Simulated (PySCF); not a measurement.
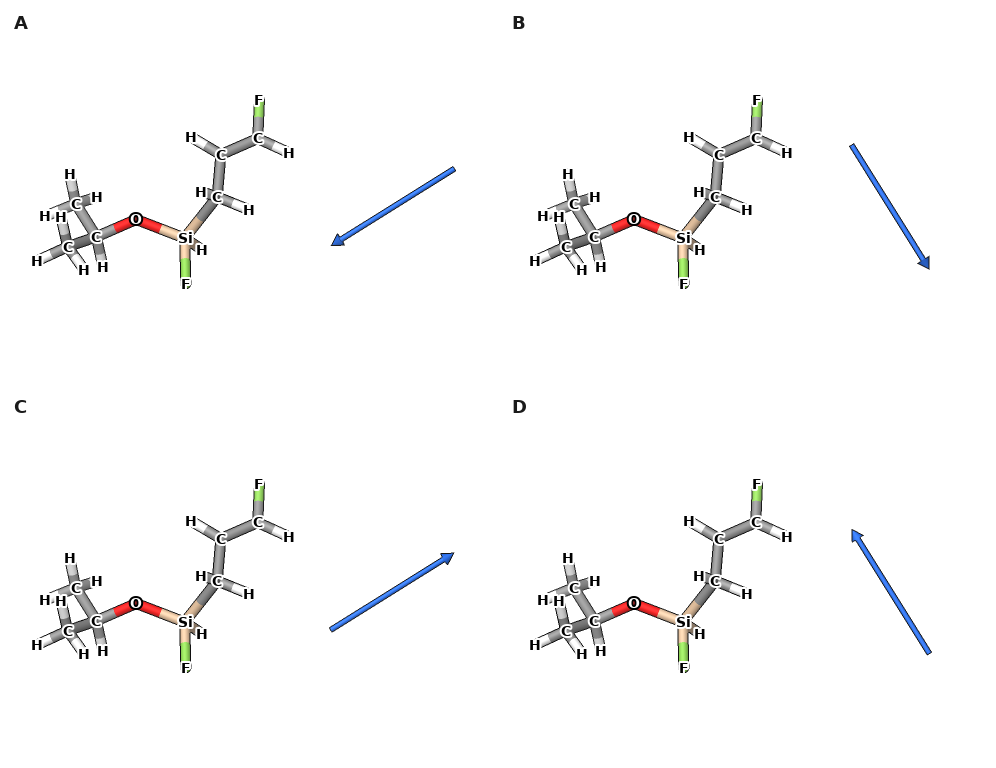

The same molecule four times, each with an arrow. The computed structure is the end point of a GFN2-xTB optimisation. No frequency run is at hand to confirm it as a minimum. Level of theory: PBE0/pcSseg-1, gas phase (PySCF 2.14.0).

**Which arrow points along the dipole moment, from the negative to the positive end?**

A. The dipole moment is 1.53 D.

The geometry is semi-empirical. Around Si such bond lengths and angles can be off by a tenth of an ångström or more and by several degrees, and values that hang on the shape move with them.
